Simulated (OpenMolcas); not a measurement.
## MoO3: excited-state calculation (part 4 of 4)

Continued. System: MoO3, SMILES [O]=[Mo](=[O])=[O]. Method: CASPT2/ANO-RCC-VDZP, DKH2 (OpenMolcas 26.06). The atoms were displaced at random from an optimised geometry.

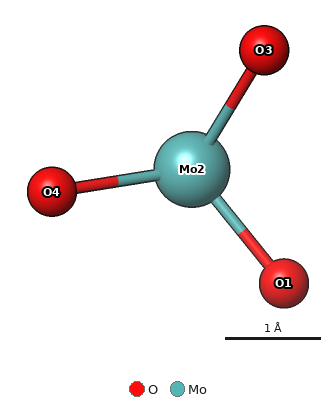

Figure 1. The input geometry (ball-and-stick view, seen at a tilt; atoms are numbered from 1 in the order of the input). Sticks mark near contacts.

The program's output, continued:
```
--------------------------------------------------------------------------------------------------------------
 Report on small energy denominators, large coefficients, and large energy contributions.
CASE  SYMM ACTIVE-MIX  NON-ACTIVE INDICES          DENOMINATOR     RHS VALUE       COEFFICIENT     CONTRIBUTION
VJTU     1  Mu1.0001  In1.032                       0.29965515      0.01060197     -0.00846600     -0.00008976
VJTU     1  Mu1.0002  In1.032                       0.32817546     -0.01716113      0.06652899     -0.00114171
VJTIP    1  Mu1.0001  In1.022 In1.022               2.38737058      0.08292681     -0.03472698     -0.00287980
VJTIP    1  Mu1.0001  In1.026 In1.026               0.82228389      0.03209769     -0.03672512     -0.00117879
VJTIP    1  Mu1.0001  In1.029 In1.026               0.75592670      0.03566043     -0.04419525     -0.00157602
VJTIP    1  Mu1.0001  In1.029 In1.029               0.68956952      0.03912903     -0.05228654     -0.00204592
VJTIP    1  Mu1.0001  In1.030 In1.026               0.71189853     -0.02247657      0.02869713     -0.00064501
VJTIP    1  Mu1.0001  In1.030 In1.029               0.64554134     -0.02196499      0.03106187     -0.00068227
VJTIP    1  Mu1.0001  In1.030 In1.030               0.60151316      0.02495901     -0.03735454     -0.00093233
VJTIP    1  Mu1.0001  In1.031 In1.026               0.70414701      0.02476691     -0.03236173     -0.00080150
VJTIP    1  Mu1.0001  In1.031 In1.029               0.63778983      0.02377238     -0.03463446     -0.00082334
VJTIP    1  Mu1.0001  In1.031 In1.030               0.59376165     -0.02655506      0.04008746     -0.00106452
VJTIP    1  Mu1.0001  In1.031 In1.031               0.58601014      0.02345807     -0.03580448     -0.00083990
VJTIP    1  Mu1.0001  In1.032 In1.026               0.68398024     -0.04447172      0.06146963     -0.00273366
VJTIP    1  Mu1.0001  In1.032 In1.029               0.61762306     -0.07129321      0.10628260     -0.00757723
VJTIP    1  Mu1.0001  In1.032 In1.031               0.56584337     -0.01634688      0.02705360     -0.00044224
VJTIP    1  Mu1.0001  In1.032 In1.032               0.54567660      0.10058219     -0.16912858     -0.01701132
AIVX     1  Mu1.0001  In1.028 Se1.035               0.81294313      0.05548332     -0.04966137     -0.00275538
AIVX     1  Mu1.0001  In1.028 Se1.036               0.88345792      0.06667935     -0.05918048     -0.00394612
AIVX     1  Mu1.0001  In1.032 Se1.036               0.67308442      0.02998390     -0.02895353     -0.00086814
AIVX     1  Mu1.0001  In1.029 Se1.037               0.78850772     -0.04510480      0.03777174     -0.00170369
AIVX     1  Mu1.0002  In1.032 Se1.037               0.73386818      0.02100800     -0.02599073     -0.00054601
AIVX     1  Mu1.0001  In1.027 Se1.040               0.92643148     -0.03521513      0.02566974     -0.00090396
AIVX     1  Mu1.0001  In1.025 Se1.041               1.06332533     -0.07650893      0.05481155     -0.00419357
AIVX     1  Mu1.0001  In1.026 Se1.042               0.95665826     -0.03692325      0.02622431     -0.00096829
AIVX     1  Mu1.0001  In1.025 Se1.045               1.38281361      0.05124260     -0.02784969     -0.00142709
AIVX     1  Mu1.0001  In1.025 Se1.046               1.40888633      0.05742772     -0.03210797     -0.00184389
VJAIP    1  Mu1.0001  Se1.037 In1.032 In1.029       0.99495739     -0.03102755      0.03242016     -0.00100592
VJAIP    1  Mu1.0001  Se1.039 In1.032 In1.030       1.00070920      0.03825286     -0.03756110     -0.00143682
VJAIP    1  Mu1.0001  Se1.040 In1.032 In1.031       1.00193856      0.04102846     -0.04013079     -0.00164650
VJAIP    1  Mu1.0001  Se1.037 In1.032 In1.032       0.92301093      0.05091741     -0.05610817     -0.00285688
VJAIM    1  Mu1.0001  Se1.040 In1.031 In1.030       1.02985685     -0.03281965      0.03052246     -0.00100174
VJAIM    1  Mu1.0001  Se1.041 In1.032 In1.025       1.26977500     -0.03567697      0.02614887     -0.00093291
VJAIM    1  Mu1.0001  Se1.045 In1.032 In1.025       1.58926328      0.04482093     -0.02742179     -0.00122907
VJAIM    1  Mu1.0001  Se1.036 In1.032 In1.026       1.01783774     -0.03221251      0.03166461     -0.00102000
VJAIM    1  Mu1.0001  Se1.039 In1.032 In1.026       1.11109457     -0.03333660      0.02929187     -0.00097649
VJAIM    1  Mu1.0001  Se1.040 In1.032 In1.026       1.12007544      0.03529154     -0.03118094     -0.00110042
VJAIM    1  Mu1.0001  Se1.047 In1.032 In1.026       1.54130589     -0.04639231      0.03011950     -0.00139731
VJAIM    1  Mu1.0001  Se1.037 In1.032 In1.030       0.95092922     -0.03194718      0.03272942     -0.00104561
VJAIM    1  Mu1.0001  Se1.040 In1.032 In1.031       1.00193856     -0.04331599      0.04226559     -0.00183078
VJAIM    1  Mu1.0001  Se1.041 In1.032 In1.031       1.03280462     -0.04129339      0.03892911     -0.00160751
VJAIM    1  Mu1.0001  Se1.043 In1.032 In1.031       1.09990690     -0.03318773      0.02954019     -0.00098037
BVATP    1  Mu1.0001  Se1.038 Se1.038               0.98504615      0.02422758     -0.02562547     -0.00062084
BJAIM    1  Se1.037 In1.030 Se1.039 In1.031         1.44044536      0.03814170     -0.02581769     -0.00098473
BJAIM    1  Se1.037 In1.030 Se1.038 In1.032         1.41129772     -0.03817495      0.02649855     -0.00101158
--

   (Skipping property calculation,
    use PROP keyword to activate)
--

  Total CASPT2 energies:
::    CASPT2 Root  1     Total energy:  -4271.47240750
::    CASPT2 Root  2     Total energy:  -4271.42535908
::    CASPT2 Root  3     Total energy:  -4271.18613676

  A NEW JOBIPH FILE NAMED 'JOBMIX' IS PREPARED.
********************************************************************************
--- Stop Module: caspt2 /rc=_RC_ALL_IS_WELL_ ---
--- Module caspt2 spent 4 seconds ---

.##################.
.# Happy landing! #.
.##################.

    Timing: Wall=46.63 User=41.79 System=4.01
```

This output came from the following input.

Input file:
```
* MoO3 CASPT2
&GATEWAY
Coord
4
angstrom
O       -0.844741      -0.221738       1.236269
Mo      -0.172128      -0.306577      -0.150879
O        1.489710      -0.501523       0.136148
O       -0.343802       1.011120      -1.121920
Basis
ANO-RCC-VDZP
Group
NoSym
RICD
&SEWARD
&RASSCF
FileOrb
$CurrDir/step2.RasOrb
Spin
1
Nactel
2 0 0
Inactive
32
Ras2
2
CIRoot
3 3 1
OrbListing
Nothing
OrbAppear
Compact
&CASPT2
Multistate
all
NoMultistate
IPEA
0.1
Imaginary
0.2
```

Run as:
```bash
export MOLCAS_MEM=1860
pymolcas step7.input > step7.log
```

Key numbers:

```csv
quantity,value
outcome,converged
total energy,−4271.472408 hartree
CASSCF energy,−4270.360235 hartree
basis functions,85
hardware,"1 thread of AMD EPYC (Zen 3), 128 GiB of memory available, shared host"
wall time,47 s
peak memory,0.32 GiB
```

Remarks:

The run takes a singlet; with an open-shell metal another spin state may lie lower.
